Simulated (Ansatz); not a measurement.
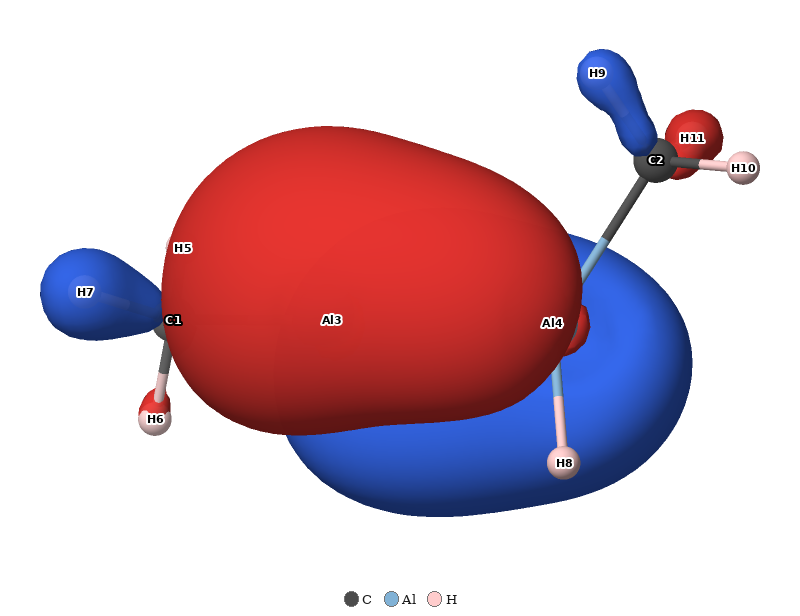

Figure 1: C2H7Al2 (charge +1). The LUMO at ±0.08 Å⁻³ᐟ² (blue and red are the two phases), seen at a tilt.

Geometry: PBE0-D3(BJ)/pcseg-1.

Level of theory: isolated molecule in a Gaussian basis; Kohn-Sham density functional theory, functional PBE0 (Ansatz 0.2.0).

```xyz
11

C    -0.5699   -2.9722    0.7417
C     0.8820    2.0608   -1.4944
Al   -0.4987   -1.4266   -0.3989
Al   -0.4157    0.7239   -2.0071
H    -0.2042   -2.7393    1.7527
H    -1.5992   -3.3492    0.8362
H     0.0490   -3.7896    0.3427
H    -1.4771    0.5569   -3.1592
H     1.9018    1.6519   -1.4677
H     0.8735    2.8991   -2.2037
H     0.6734    2.4653   -0.4938
```

**Describe this orbital and give its energy.**

By Hirshfeld shares it lies mainly on Al3 (about 55 %) and Al4 (about 35 %). Its energy is −7.28 eV.
